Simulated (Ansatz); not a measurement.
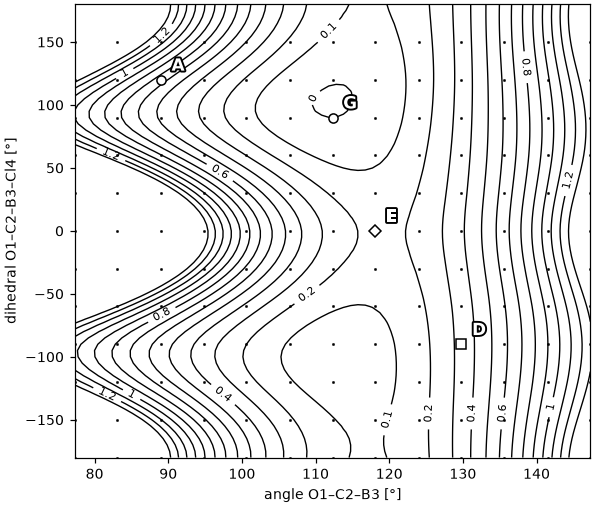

CH₂BClO, SMILES O=CBCl. 
- Coordinates scanned: (1) angle O1–C2–B3; (2) dihedral O1–C2–B3–Cl4.
- Nothing is relaxed (all other coordinates rigid).
- The grid has 13 × 12 points.
- All energies are given in eV relative to the lowest grid point.
- Computed with Ansatz 0.2.0, RKS PBE-D4/def2-TZVP.

In the figure: contour lines labelled in eV (none above 1.3), dots at the grid points, lettered points. Between grid points the surface is interpolated.

### What kind of point is each of A, D, E, G: minimum, saddle, maximum or slope?

A: on a slope; D: on a slope; E: saddle point; G: minimum. (In these two coordinates alone; a stationary point may lie a little off the grid point.)

### Rank the lettered points by energy, lowest first.

G (0.00 eV), E (0.18 eV), D (0.33 eV), A (0.65 eV).
